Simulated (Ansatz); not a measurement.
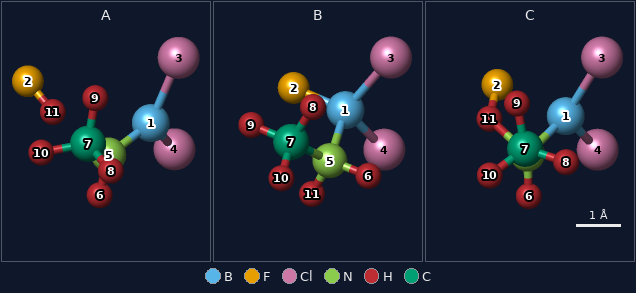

3 geometries from a converged minimum-energy path of CH5BCl2FN, shuffled. Style: ball-and-stick. Shown from a free direction.

Theory: RKS r2SCAN-D4/def2-SVP (Ansatz 0.2.0). Run with 5 movable images; climbing image; force threshold 0.03 eV/Å; iteration limit 60; starting path through a guess of the saddle point.

Which frame is the top of the path?

C. In order along the path, whose images run from 0 to 6: B (image 0, 0.0 kJ/mol), C (image 4, +174.4 kJ/mol), A (image 6, +131.0 kJ/mol). Breaking: B1–F2 (1.36 → 1.85 at the top → 3.02 Å), N5–H11 (1.03 → 1.43 at the top → 1.82 Å). Forming: F2–H11 (2.66 → 1.07 at the top → 0.94 Å).
